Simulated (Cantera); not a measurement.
Input: 1 mol CS2, 0.19 mol O2, at 10000 Pa.

Cantera equilibrium calculation (NASA polynomials, part measured and part estimated; ideal gas, pure solids and liquids). Candidate condensed phases: C, S; 22 gas species. Gases not in the tables: S3 to S7. Kinetics and transport are ignored.

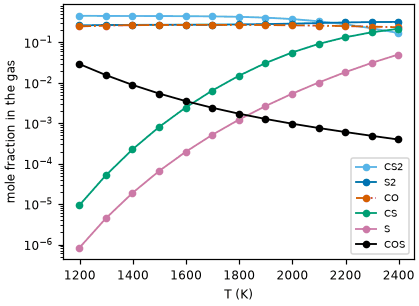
*Equilibrium gas composition (values under 1e-9 drawn at 1e-9)*

From 1198 K to 2398 K nothing is condensed. The main C-bearing gas is CS2 at 1198 K and CO at 2398 K.
